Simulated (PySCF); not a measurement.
# AlSe: the SCF solver's settings

Do solver options change the result for AlSe, or only the number of cycles?

Computed with PySCF 2.14.0. Level: method and basis as typed in the scripts.

1 further run of the same task is left out (it didn't finish).

**1. The system as given**

AlSe: 2 atoms, charge 0, spin multiplicity 2.

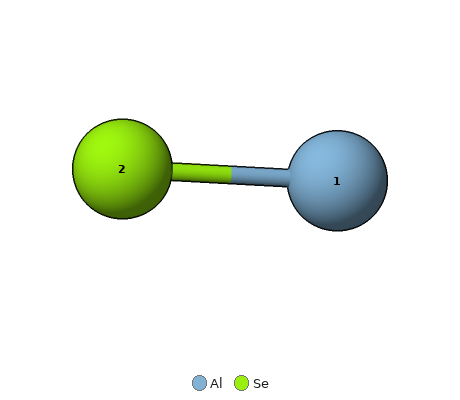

The starting geometry (aluminium light blue, selenium green); atoms are numbered from 1 in the order of the file.

**2. The run that the others are compared with**

input.py

```python
from pyscf import gto, scf, mp

mol = gto.M(
    atom='Al 0 0 0; Se 0 0 2.31',
    basis='cc-pvdz-dk',
    charge=0,
    spin=1,
    symmetry=True,
    verbose=4,
)
mf = scf.UHF(mol)
mf = mf.sfx2c1e()
mf.kernel()
mp.MP2(mf, frozen=14).kernel()
mf.dip_moment()
print('orbital energies (hartree):', [e[max(0, n-3):n+3].round(4) for e, n in zip(mf.mo_energy, mol.nelec)])
```

Started as:

```sh
> python input.py
```

The log of this run is left out.

In short: E(SCF) = -2670.354289 Eh, 15 cycles, E(MP2) − E(SCF) = -0.16327 Eh, ⟨S²⟩ = 0.799, μ = 4.33 D (of the SCF density).

The bond length is a typed value, not an optimised one.

**3. Second-order solver on**

Edit 1 changes second-order solver: off → on.

Edit input.py of step 2 so:

```diff
@@ -12,2 +12,3 @@
 mf = mf.sfx2c1e()
+mf = mf.newton()
 mf.kernel()
```

Started as:

```sh
> python input.py
```

The log of the run:

```text
[lines on the frontier levels of each cycle are left out]
PySCF version 2.14.0

[INPUT] verbose = 4
[INPUT] num. atoms = 2
[INPUT] num. electrons = 47
[INPUT] charge = 0
[INPUT] spin (= nelec alpha-beta = 2S) = 1
[INPUT] symmetry True subgroup None
[INPUT] Mole.unit = angstrom
[INPUT] Symbol           X                Y                Z      unit          X                Y                Z       unit  Magmom
[INPUT]  1 Al     0.000000000000   0.000000000000   0.000000000000 AA    0.000000000000   0.000000000000   0.000000000000 Bohr   0.0
[INPUT]  2 Se     0.000000000000   0.000000000000   2.310000000000 AA    0.000000000000   0.000000000000   4.365267347745 Bohr   0.0

nuclear repulsion = 101.253821310234
point group symmetry = Coov
symmetry origin: [0.         0.         3.15785297]
symmetry axis x: [1. 0. 0.]
symmetry axis y: [0. 1. 0.]
symmetry axis z: [0. 0. 1.]
num. orbitals of irrep A1 = 19
num. orbitals of irrep E1x = 10
num. orbitals of irrep E1y = 10
num. orbitals of irrep E2x = 3
num. orbitals of irrep E2y = 3
number of shells = 11
number of NR pGTOs = 118
number of NR cGTOs = 45
basis = cc-pvdz-dk
ecp = {}
Freeze 0 electrons in irreps []
    47 free electrons in irreps A1 E1x E1y E2x E2y

******** <class 'pyscf.soscf.newton_ah.SecondOrdersfX2C1eSymAdaptedUHF'> ********
method = SecondOrdersfX2C1eSymAdaptedUHF
initial guess = minao
damping factor = 0
level_shift factor = 0
DIIS = <class 'pyscf.scf.diis.CDIIS'>
diis_start_cycle = 1
diis_space = 8
diis_damp = 0
SCF conv_tol = 1e-09
SCF conv_tol_grad = None
SCF max_cycles = 50
direct_scf = True
direct_scf_tol = 1e-13
number electrons alpha = 24  beta = 23

******** <class 'pyscf.x2c.sfx2c1e.SpinFreeX2CHelper'> ********
approx = 1e
xuncontract = 1
******** <class 'pyscf.x2c.sfx2c1e.sfX2C1eSymAdaptedUHF'> Newton solver flags ********
SCF tol = 1e-09
conv_tol_grad = None
max. SCF cycles = 50
direct_scf = True
direct_scf_tol = 1e-13
max_cycle_inner = 12
max_stepsize = 0.05
ah_start_tol = 1e+09
ah_level_shift = 0
ah_conv_tol = 1e-12
ah_lindep = 1e-14
ah_start_cycle = 1
ah_max_cycle = 40
ah_grad_trust_region = 2.5
kf_interval = 4
kf_trust_region = 5
canonicalization = True
Set conv_tol_grad to 3.16228e-05

Initial guess E= -2670.2738467758  |g|= 0.250455
macro= 0  E= -2670.34692450622  delta_E= -0.0730777  |g|= 0.0274432  4 KF 23 JK
macro= 1  E= -2670.35422065681  delta_E= -0.00729615  |g|= 0.00999174  3 KF 10 JK
macro= 2  E= -2670.35428878033  delta_E= -6.81235e-05  |g|= 2.98936e-05  3 KF 13 JK
macro= 3  E= -2670.35428878032  delta_E= 4.54747e-13  |g|= 5.5761e-06  1 KF 2 JK
Canonicalize SCF orbitals
macro X = 4  E=-2670.35428878032  |g|= 5.5761e-06  total 12 KF 53 JK
converged SCF energy = -2670.35428878032  <S^2> = 0.79924576  2S+1 = 2.048654

******** <class 'pyscf.mp.ump2.UMP2'> ********
nocc = (np.int64(10), np.int64(9)), nmo = (31, 31)
frozen orbitals 14
E(UMP2) = -2670.51756095622  E_corr = -0.163272175894998
E(SCS-UMP2) = -2670.51074705399  E_corr = -0.156458273661251
E_corr(same-spin) = -0.0455403893223999
E_corr(oppo-spin) = -0.117731786572598
Dipole moment(X, Y, Z, Debye):  0.00000, -0.00000, -4.33465
orbital energies (hartree): [array([-0.3599, -0.3279, -0.3279,  0.0246,  0.0246,  0.1125]), array([-0.4081, -0.3147, -0.3147, -0.0377,  0.0404,  0.0404])]
```

It took 1.1 s on 1 thread, shared host.

Result: E(SCF) = -2670.354289 Eh (no change), 4 macro-iterations, E(MP2) − E(SCF) = -0.16327 Eh, ⟨S²⟩ = 0.799, μ = 4.33 D (of the SCF density).

**4. Point-group symmetry off**

Edit 2 changes point-group symmetry: on → off.

Edit input.py of step 2 so:

```diff
@@ -7,3 +7,2 @@
     spin=1,
-    symmetry=True,
     verbose=4,
```

Started as:

```sh
> python input.py
```

The log of the run:

```text
[... 7 set-up lines left out, the same as in an earlier log ...]
[INPUT] symmetry False subgroup None
[... 12 set-up lines left out, the same as in an earlier log ...]
******** <class 'pyscf.x2c.sfx2c1e.sfX2C1eUHF'> ********
method = sfX2C1eUHF
[... 17 set-up lines left out, the same as in an earlier log ...]
Set gradient conv threshold to 3.16228e-05
init E= -2670.2668478479
[... the frontier-level lines of each cycle are left out ...]

cycle= 1 E= -2670.2738467758  delta_E= -0.007  |g|= 0.25  |ddm|= 0.851
cycle= 2 E= -2670.31814804709  delta_E= -0.0443  |g|= 0.204  |ddm|= 0.621
cycle= 3 E= -2670.35173362498  delta_E= -0.0336  |g|= 0.0292  |ddm|= 0.223
cycle= 4 E= -2670.35378322835  delta_E= -0.00205  |g|= 0.0112  |ddm|= 0.0768
cycle= 5 E= -2670.35414906295  delta_E= -0.000366  |g|= 0.00419  |ddm|= 0.0329
cycle= 6 E= -2670.35422263567  delta_E= -7.36e-05  |g|= 0.00238  |ddm|= 0.0137
cycle= 7 E= -2670.35425515634  delta_E= -3.25e-05  |g|= 0.00165  |ddm|= 0.00874
cycle= 8 E= -2670.35428247491  delta_E= -2.73e-05  |g|= 0.000765  |ddm|= 0.0122
cycle= 9 E= -2670.354288437  delta_E= -5.96e-06  |g|= 0.000222  |ddm|= 0.00756
cycle= 10 E= -2670.35428868277  delta_E= -2.46e-07  |g|= 0.000101  |ddm|= 0.00117
cycle= 11 E= -2670.35428874401  delta_E= -6.12e-08  |g|= 6.02e-05  |ddm|= 0.000456
cycle= 12 E= -2670.35428877045  delta_E= -2.64e-08  |g|= 3.2e-05  |ddm|= 0.000335
cycle= 13 E= -2670.35428877873  delta_E= -8.28e-09  |g|= 1.43e-05  |ddm|= 0.000214
cycle= 14 E= -2670.35428878025  delta_E= -1.52e-09  |g|= 4.21e-06  |ddm|= 0.000106
cycle= 15 E= -2670.35428878033  delta_E= -8.55e-11  |g|= 9.65e-07  |ddm|= 2.53e-05
Extra cycle  E= -2670.35428878034  delta_E= -2.27e-12  |g|= 4.76e-07  |ddm|= 1.95e-06
converged SCF energy = -2670.35428878034  <S^2> = 0.79924444  2S+1 = 2.0486527

******** <class 'pyscf.mp.ump2.UMP2'> ********
nocc = (np.int64(10), np.int64(9)), nmo = (31, 31)
frozen orbitals 14
E(UMP2) = -2670.51756122017  E_corr = -0.163272439830404
E(SCS-UMP2) = -2670.51074726978  E_corr = -0.156458489445247
E_corr(same-spin) = -0.0455405057898893
E_corr(oppo-spin) = -0.117731934040515
Dipole moment(X, Y, Z, Debye): -0.00000, -0.00000, -4.33470
orbital energies (hartree): [array([-0.3599, -0.3279, -0.3279,  0.0246,  0.0246,  0.1125]), array([-0.4081, -0.3147, -0.3147, -0.0377,  0.0404,  0.0404])]
```

Wall time 1 s (1 thread, shared host).

Result: E(SCF) = -2670.354289 Eh (no change), 15 cycles, E(MP2) − E(SCF) = -0.16327 Eh, ⟨S²⟩ = 0.799, μ = 4.33 D (of the SCF density).

**5. Level shift 0.5 hartree**

Edit 3 changes level shift: none → 0.5 hartree.

Edit input.py of step 2 so:

```diff
@@ -12,2 +12,3 @@
 mf = mf.sfx2c1e()
+mf.level_shift = 0.5
 mf.kernel()
```

Started as:

```sh
> python input.py
```

The log of the run:

```text
[lines on the frontier levels of each cycle are left out]
[... 30 set-up lines left out, the same as in an earlier log ...]
******** <class 'pyscf.x2c.sfx2c1e.sfX2C1eSymAdaptedUHF'> ********
method = sfX2C1eSymAdaptedUHF
[... 2 set-up lines left out, the same as in an earlier log ...]
level_shift factor = 0.5
[... 17 set-up lines left out, the same as in an earlier log ...]
init E= -2670.2668478479

cycle= 1 E= -2670.26324269846  delta_E= 0.00361  |g|= 0.268  |ddm|= 0.805
cycle= 2 E= -2670.33799620705  delta_E= -0.0748  |g|= 0.0911  |ddm|= 0.331
cycle= 3 E= -2670.34781970661  delta_E= -0.00982  |g|= 0.0481  |ddm|= 0.12
cycle= 4 E= -2670.35142550096  delta_E= -0.00361  |g|= 0.029  |ddm|= 0.0731
cycle= 5 E= -2670.35307580593  delta_E= -0.00165  |g|= 0.017  |ddm|= 0.0522
cycle= 6 E= -2670.35374149895  delta_E= -0.000666  |g|= 0.01  |ddm|= 0.0334
cycle= 7 E= -2670.35401223771  delta_E= -0.000271  |g|= 0.00617  |ddm|= 0.0218
cycle= 8 E= -2670.35413254384  delta_E= -0.00012  |g|= 0.00412  |ddm|= 0.0148
cycle= 9 E= -2670.35420491697  delta_E= -7.24e-05  |g|= 0.0029  |ddm|= 0.0124
cycle= 10 E= -2670.35424400979  delta_E= -3.91e-05  |g|= 0.00218  |ddm|= 0.00903
cycle= 11 E= -2670.3542690391  delta_E= -2.5e-05  |g|= 0.00164  |ddm|= 0.00821
cycle= 12 E= -2670.35427922343  delta_E= -1.02e-05  |g|= 0.00123  |ddm|= 0.0048
cycle= 13 E= -2670.3542850856  delta_E= -5.86e-06  |g|= 0.000807  |ddm|= 0.00391
cycle= 14 E= -2670.35428743267  delta_E= -2.35e-06  |g|= 0.000508  |ddm|= 0.00246
cycle= 15 E= -2670.35428829264  delta_E= -8.6e-07  |g|= 0.000318  |ddm|= 0.00147
cycle= 16 E= -2670.35428860422  delta_E= -3.12e-07  |g|= 0.000193  |ddm|= 0.000865
cycle= 17 E= -2670.35428871744  delta_E= -1.13e-07  |g|= 0.000117  |ddm|= 0.000524
cycle= 18 E= -2670.35428875813  delta_E= -4.07e-08  |g|= 7.03e-05  |ddm|= 0.000311
cycle= 19 E= -2670.35428877283  delta_E= -1.47e-08  |g|= 4.28e-05  |ddm|= 0.00019
cycle= 20 E= -2670.35428877789  delta_E= -5.06e-09  |g|= 2.62e-05  |ddm|= 0.000114
cycle= 21 E= -2670.35428877955  delta_E= -1.66e-09  |g|= 1.6e-05  |ddm|= 6.69e-05
cycle= 22 E= -2670.35428878007  delta_E= -5.19e-10  |g|= 9e-06  |ddm|= 3.52e-05
Extra cycle  E= -2670.35428878025  delta_E= -1.84e-10  |g|= 3.62e-06  |ddm|= 2.28e-05
converged SCF energy = -2670.35428878025  <S^2> = 0.7992369  2S+1 = 2.0486453

******** <class 'pyscf.mp.ump2.UMP2'> ********
nocc = (np.int64(10), np.int64(9)), nmo = (31, 31)
frozen orbitals 14
E(UMP2) = -2670.5175612863  E_corr = -0.163272506045535
E(SCS-UMP2) = -2670.51074742054  E_corr = -0.156458640283964
E_corr(same-spin) = -0.0455404234277049
E_corr(oppo-spin) = -0.11773208261783
Dipole moment(X, Y, Z, Debye):  0.00000, -0.00000, -4.33471
orbital energies (hartree): [array([-0.3599, -0.3279, -0.3279,  0.0246,  0.0246,  0.1125]), array([-0.4081, -0.3147, -0.3147, -0.0377,  0.0404,  0.0404])]
```

It took 1.1 s on 1 thread, shared host.

Outcome: E(SCF) = -2670.354289 Eh (no change), 22 cycles, E(MP2) − E(SCF) = -0.16327 Eh, ⟨S²⟩ = 0.799, μ = 4.33 D (of the SCF density).

**6. Damping 0.2**

Edit 4 changes damping: none → 0.2.

Edit input.py of step 2 so:

```diff
@@ -12,2 +12,4 @@
 mf = mf.sfx2c1e()
+mf.damp = 0.2
+mf.diis_start_cycle = 8
 mf.kernel()
```

Started as:

```sh
> python input.py
```

The log of the run, shortened:

```text
[lines on the frontier levels of each cycle are left out]
[... 33 set-up lines left out, the same as in an earlier log ...]
damping factor = 0.2
[... 2 set-up lines left out, the same as in an earlier log ...]
diis_start_cycle = 8
[... 15 set-up lines left out, the same as in an earlier log ...]
init E= -2670.2668478479

cycle= 1 E= -2670.2738467758  delta_E= -0.007  |g|= 0.25  |ddm|= 0.851
cycle= 2 E= -2670.34034500391  delta_E= -0.0665  |g|= 0.121  |ddm|= 0.508
cycle= 3 E= -2670.35109584516  delta_E= -0.0108  |g|= 0.0451  |ddm|= 0.168
cycle= 4 E= -2670.35325479502  delta_E= -0.00216  |g|= 0.0201  |ddm|= 0.0692
cycle= 5 E= -2670.35383567231  delta_E= -0.000581  |g|= 0.011  |ddm|= 0.0285
cycle= 6 E= -2670.3540546285  delta_E= -0.000219  |g|= 0.0069  |ddm|= 0.0167
cycle= 7 E= -2670.35415320088  delta_E= -9.86e-05  |g|= 0.00471  |ddm|= 0.0103
cycle= 8 E= -2670.35421317204  delta_E= -6e-05  |g|= 0.00307  |ddm|= 0.00912
cycle= 9 E= -2670.35424201865  delta_E= -2.88e-05  |g|= 0.0022  |ddm|= 0.00609
cycle= 10 E= -2670.35427533549  delta_E= -3.33e-05  |g|= 0.00112  |ddm|= 0.0117
cycle= 11 E= -2670.35428136152  delta_E= -6.03e-06  |g|= 0.000817  |ddm|= 0.00346
cycle= 12 E= -2670.35428859829  delta_E= -7.24e-06  |g|= 0.000152  |ddm|= 0.00875
cycle= 13 E= -2670.35428873508  delta_E= -1.37e-07  |g|= 6.55e-05  |ddm|= 0.000918
cycle= 14 E= -2670.3542887709  delta_E= -3.58e-08  |g|= 2.99e-05  |ddm|= 0.000433
cycle= 15 E= -2670.35428877885  delta_E= -7.95e-09  |g|= 1.36e-05  |ddm|= 0.000229
cycle= 16 E= -2670.35428878029  delta_E= -1.44e-09  |g|= 3.5e-06  |ddm|= 0.000111
cycle= 17 E= -2670.35428878033  delta_E= -4.5e-11  |g|= 9.74e-07  |ddm|= 1.68e-05
Extra cycle  E= -2670.35428878034  delta_E= -1.82e-12  |g|= 5.6e-07  |ddm|= 2.02e-06
converged SCF energy = -2670.35428878034  <S^2> = 0.79924393  2S+1 = 2.0486522

******** <class 'pyscf.mp.ump2.UMP2'> ********
nocc = (np.int64(10), np.int64(9)), nmo = (31, 31)
frozen orbitals 14
E(UMP2) = -2670.51756125964  E_corr = -0.163272479307928
E(SCS-UMP2) = -2670.51074730667  E_corr = -0.156458526330005
E_corr(same-spin) = -0.0455405178917417
E_corr(oppo-spin) = -0.117731961416187
Dipole moment(X, Y, Z, Debye):  0.00000, -0.00000, -4.33471
orbital energies (hartree): [array([-0.3599, -0.3279, -0.3279,  0.0246,  0.0246,  0.1125]), array([-0.4081, -0.3147, -0.3147, -0.0377,  0.0404,  0.0404])]
```

Run time: 1 s. Hardware: 1 thread, shared host.

This run: E(SCF) = -2670.354289 Eh (no change), 17 cycles, E(MP2) − E(SCF) = -0.16327 Eh, ⟨S²⟩ = 0.799, μ = 4.33 D (of the SCF density).

The script also starts DIIS later, which adds to the count of cycles.

**7. Comparison**

```csv
run,E(SCF) (hartree),from base (eV),cycles,"gap, α spin (eV)",SCF dipole (D),after the SCF
base,-2670.354289,0,15,9.59,4.33,"MP2 correlation -4.443 eV, core frozen"
second-order solver on,-2670.354289,0.0000,4 macro,9.59,4.33,"MP2 correlation -4.443 eV, core frozen"
point-group symmetry off,-2670.354289,0.0000,15,9.59,4.33,"MP2 correlation -4.443 eV, core frozen"
level shift 0.5 hartree,-2670.354289,0.0000,22,9.59,4.33,"MP2 correlation -4.443 eV, core frozen"
damping 0.2,-2670.354289,0.0000,17,9.59,4.33,"MP2 correlation -4.443 eV, core frozen"
```

Wall time on 1 thread, shared host, start-up included: base 1.1 s; second-order solver on 1.1 s; point-group symmetry off 1 s; level shift 0.5 hartree 1.1 s; damping 0.2 1 s.

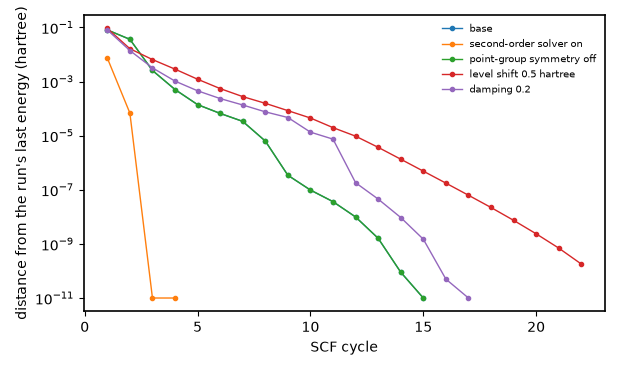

Convergence of the SCF energy, run by run.

No change of the SCF energy comes from second-order solver on or point-group symmetry off or level shift 0.5 hartree or damping 0.2. The base needs 15 cycles and the run with level shift 0.5 hartree needs 22.
